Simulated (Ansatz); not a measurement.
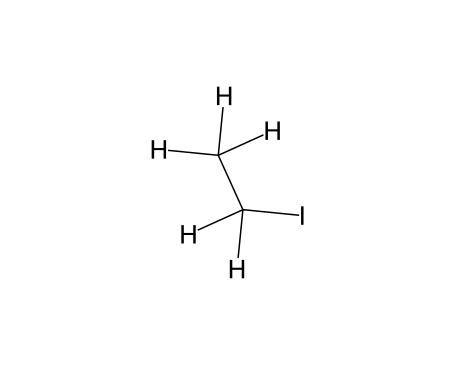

Skeletal drawing of a molecule.

> Give its SMILES.

CCI

> What is the molecular formula?

C2H5I.

> An optimisation with PBE0-D4/def2-TZVP gave a structure of which point group?

Cs.

More results for the same structure follow; atom numbers are the same in all pictures, views and colours differ. Computed geometry: PBE0-D4/def2-TZVP optimisation.

**Charges**

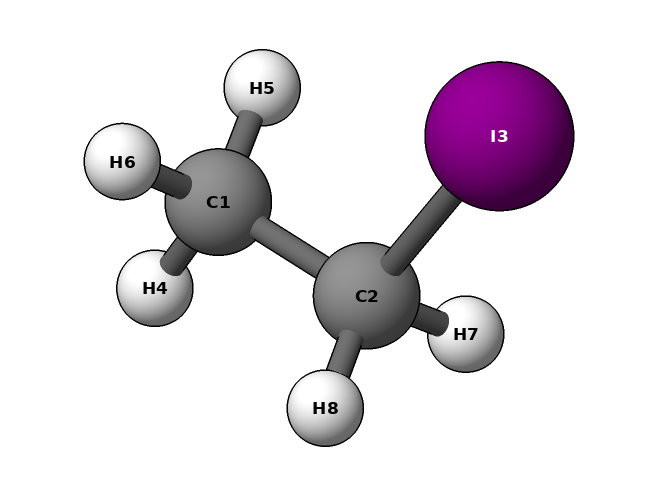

The questions are on Mulliken charges. Level of theory: RKS B3LYP-D4/def2-TZVPP, core potentials on I (Ansatz 0.2.0).

> Which atom carries the highest charge (most positive or least negative)?

H7, H8 (0.14 e).

> And the lowest?

C2 (−0.24 e).

Give the Mulliken charges atom by atom.

```
atom  value (e)
  C1      −0.23
  C2      −0.24
  I3      −0.09
  H4       0.09
  H5       0.10
  H6       0.10
  H7       0.14
  H8       0.14
```

**Levels of theory compared**

Program: Ansatz 0.2.0.

Tabulate vertical IP (eV) at these levels: B2PLYP (frozen core)/def2-TZVPP; B3LYP-D4/def2-TZVPP; CCSD(T)/CBS (MP2 limit from def2-TZVPP and def2-QZVPP plus CCSD(T) − MP2); PBE-D4/def2-TZVPP; PBE0-D4/def2-TZVPP; r2SCAN-D4/def2-TZVPP; ωB97M-V/def2-TZVPP; ωB97X-V/def2-TZVPP.

```tsv
level	vertical IP (eV)
B2PLYP (frozen core)/def2-TZVPP	9.52
B3LYP-D4/def2-TZVPP	9.57
CCSD(T)/CBS (MP2 limit from def2-TZVPP and def2-QZVPP plus CCSD(T) − MP2)	9.71
PBE-D4/def2-TZVPP	9.42
PBE0-D4/def2-TZVPP	9.50
r2SCAN-D4/def2-TZVPP	9.47
ωB97M-V/def2-TZVPP	9.49
ωB97X-V/def2-TZVPP	9.56
```

**Vibrations**

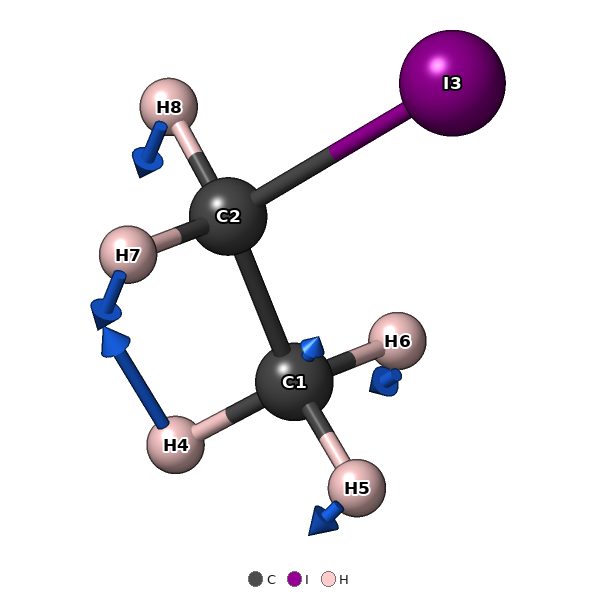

The arrows show one normal mode. Harmonic vibrations computed with RKS PBE0-D4/def2-TZVP, core potentials on I (Ansatz 0.2.0) at a stationary point of the same level.

> At what wavenumber does it lie?

978 cm⁻¹; it is mode 5 of 18 counted from the lowest.

Mulliken values depend strongly on the basis set and can even reverse the polarity of a bond.
